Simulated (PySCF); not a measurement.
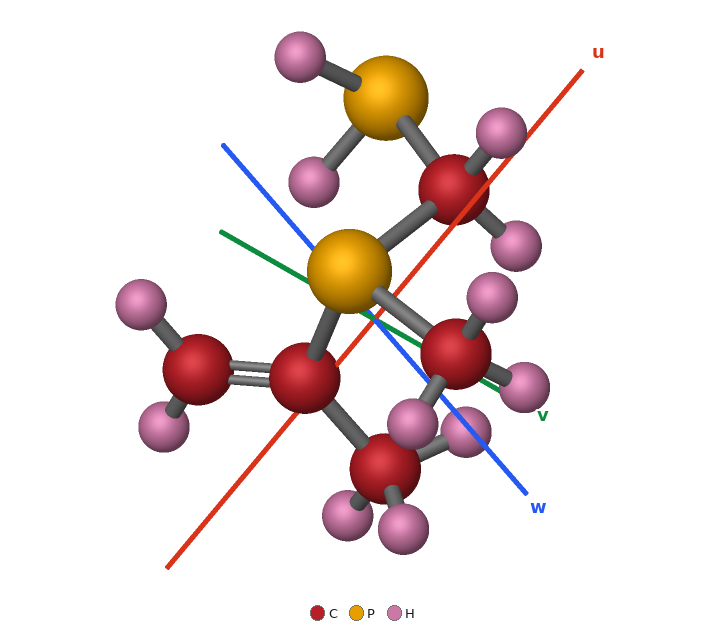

The lines u, v and w are the principal axes of the static dipole polarisability. Computed geometry: GFN2-xTB optimisation. No frequency run is at hand to confirm it as a minimum. Method: PBE0/def2-SVPD (PySCF 2.14.0).

**Along which axis is the molecule most polarisable, and along which least?**

Most along w, least along v.

**Give the three principal values.**

u 117.2, v 97.1, w 124.2 bohr³; mean 112.8, anisotropy 24.3 bohr³.

The geometry is semi-empirical. Around P such bond lengths and angles can be off by a tenth of an ångström or more and by several degrees, and values that hang on the shape move with them.
